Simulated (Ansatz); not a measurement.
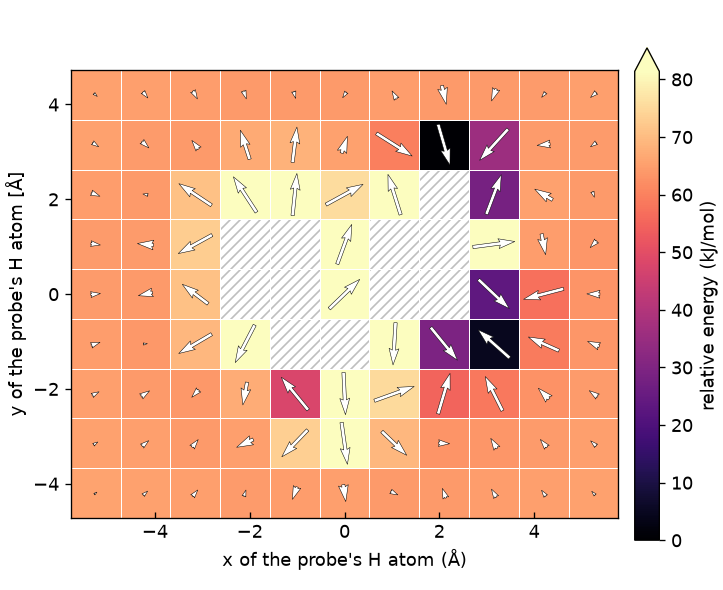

Energy landscape of BBrH₃In (SMILES [BH2][InH][Br]) with the probe H. The probe is moved over the molecule's main plane. The first coordinate is: x of the probe's H atom; the second: y of the probe's H atom. Nothing is relaxed (molecule and probe rigid). The scan uses an 11 × 9 grid. At 11 points there is no value (left out of the scan, as a rule where atoms come close). Energies: kJ/mol, counted from the lowest grid point. Energies and slopes of some neighbouring points disagree (a jump in structure or state, or too coarse a mesh). These are results of UKS PBE-D4/def2-SVP (Ansatz 0.2.0), not measurements.

The picture shows one coloured cell a grid point, arrows along the force (downhill), their lengths compressed, one colour for all values above the top of the scale, hatched blanks where no value was computed. 

Question: What does the map say about the system?

Answer: The lowest grid point is at x of the probe's H atom = 2.10 Å, y of the probe's H atom = 3.15 Å [nearest 1 H at 1.11 Å]. The highest grid point, x of the probe's H atom = 0.00 Å, y of the probe's H atom = 0.00 Å [nearest 1 B at 1.08 Å], lies 307 kJ/mol above the lowest.

The values on the grid:

```tsv
y of the probe's H atom ↓, x of the probe's H atom →	−5.25	−4.20	−3.15	−2.10	−1.05	0.00	1.05	2.10	3.15	4.20	5.25
4.20	65	65	65	64	64	64	65	64	64	65	65
3.15	65	64	64	67	68	65	60	0	36	64	65
2.10	65	64	71	109	171	75	97	–	28	65	64
1.05	64	64	73	–	–	228	–	–	93	65	64
0.00	64	64	71	–	–	307	–	–	24	57	63
−1.05	65	64	69	117	–	–	103	29	4	59	64
−2.10	65	64	64	67	48	238	75	55	58	63	64
−3.15	65	65	64	65	73	81	69	63	63	64	65
−4.20	66	65	65	64	65	65	64	64	65	65	65
```

The input of one point:

```yaml
crystal:
  periodic: [false, false, false]
  atoms:
    - { symbol: B, position_ang: [-0.149238, -1.066258, 0.0] }
    - { symbol: In, position_ang: [1.536673, 0.451499, 0.0] }
    - { symbol: Br, position_ang: [-1.387435, 0.614758, 0.0] }
    - { symbol: H, position_ang: [-0.184557, -1.657363, 1.061057] }
    - { symbol: H, position_ang: [-0.184974, -1.65784, -1.06075] }
    - { symbol: H, position_ang: [2.28571, 2.051223, 0.000734] }
    - { symbol: H, position_ang: [2.1, 3.15, 0.0] }
magnetization:
  spin_polarized: true
  initial_magnetization: 1
basis:
  gaussian: { orbitals: def2-SVP }
hamiltonian:
  xc: pbe
  dispersion: d4
output:
  forces: true
```

Time for the 88 points that were run: 9.7 min on 1 thread of Arm Neoverse V2, with other jobs on the host.
